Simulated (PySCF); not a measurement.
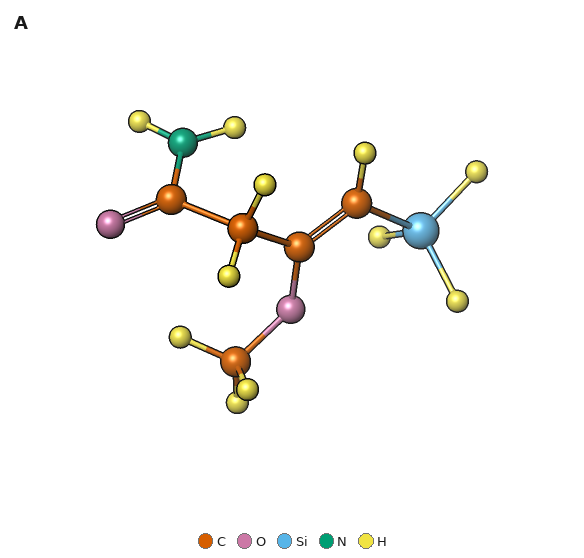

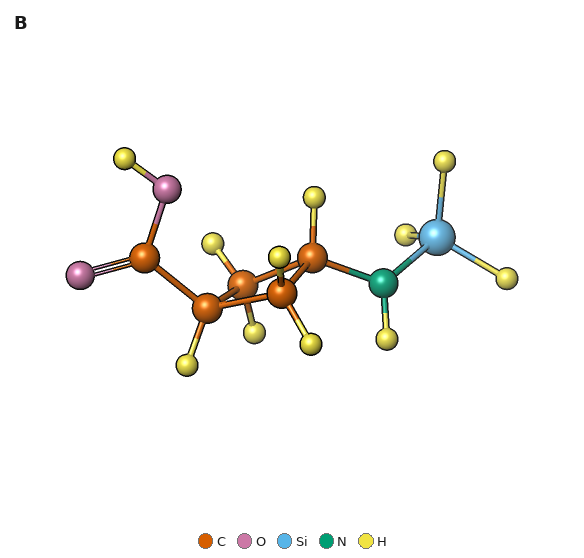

2 stationary structures of one formula. Geometries: GFN2-xTB. Electronic energies: PBE0/pcSseg-1 (PySCF 2.14.0), without zero-point energy. No frequency run is at hand to confirm each as a minimum. Each is one conformer, not always the lowest.

How are they related?

Answer. They are constitutional isomers of C5H11NO2Si: A `CO/C(=C\[SiH3])CC(N)=O`, B `O=C(O)[C@H]1C[C@H](N[SiH3])C1`.

Which is lowest in energy, and by how much?

Answer. B is lowest; A lies 0.590 eV above it.

The geometry is semi-empirical. Around Si such bond lengths and angles can be off by a tenth of an ångström or more and by several degrees, and values that hang on the shape move with them.
